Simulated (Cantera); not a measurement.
Charge: 1 mol Fe2O3, 0.75 mol CH4, 5.7 mol N2, 0.73 mol C, equilibrated at 0.0870 bar.

Equilibrium computed with Cantera from the NASA thermochemical tables; the gas is ideal and each condensed phase is pure. Candidate condensed phases: C, C6H6, C7H8, C8H18, Fe, Fe(CO)5, FeO, Fe(OH)2, Fe(OH)3, Fe2O3, Fe3O4, H2O; 140 gas species. Each liquid is taken as pure. Mutual solubility and eutectic melting of coexisting phases are not modelled. The tables' stoichiometric FeO is somewhat more stable than real wüstite, so its field is too wide. FeO: taken at fixed stoichiometry. Kinetics and transport are ignored.

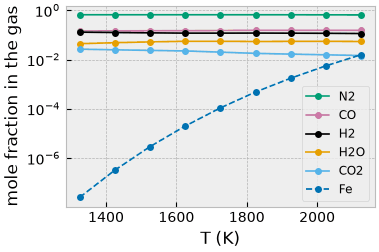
*Equilibrium gas composition (values under 1e-9 drawn at 1e-9)*

**Question.** Read off the mole fractions at 1825 K.

**Answer.** N2 about 0.66, CO about 0.15, H2 about 0.12, H2O about 0.054, CO2 about 0.018, Fe about 0.00048.
